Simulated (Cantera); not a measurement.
A closed system holds: 1 mol Na2CO3, 1.2 mol H2, 1 mol O2, held at 750 Torr.

Equilibrium computed with Cantera from the NASA thermochemical tables; the gas is ideal and each condensed phase is pure. Candidate condensed phases: C, C6H6, C7H8, C8H18, H2O, Na, NaOH, NaO2, Na2CO3, Na2O, Na2O2; 117 gas species. Rates play no part.

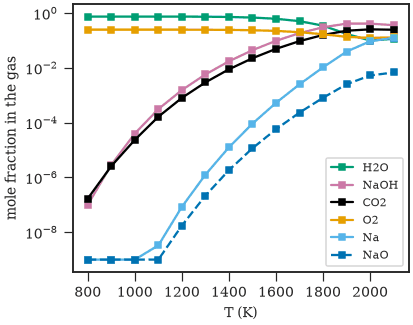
Fig. 1. Equilibrium gas composition (values under 1e-9 drawn at 1e-9)

From 800 K to 1100 K the condensed part is Na2CO3(s). From 1200 K to 1900 K the condensed part is Na2CO3(l). From 2000 K to 2100 K nothing is condensed. The main Na-bearing gas is NaOH throughout.
